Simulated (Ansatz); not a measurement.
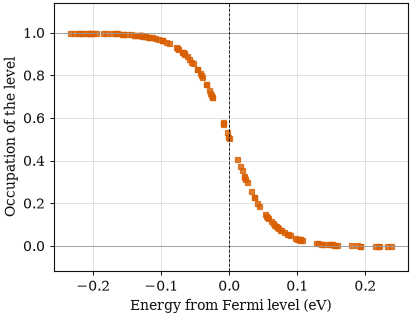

Occupations of the one-electron levels of the k mesh against their energy, from a run on NbSbSe₅, space group Immm (No. 71), 7 atoms in the cell, AlCrF5-71 type type, with Ansatz.

Q: Name the smearing function and its width.

A: Fermi-Dirac smearing with a width of 0.03 eV. The occupations stay between 0 and 1 and have long exponential tails; the slope at the Fermi level is 1/(4 × width).
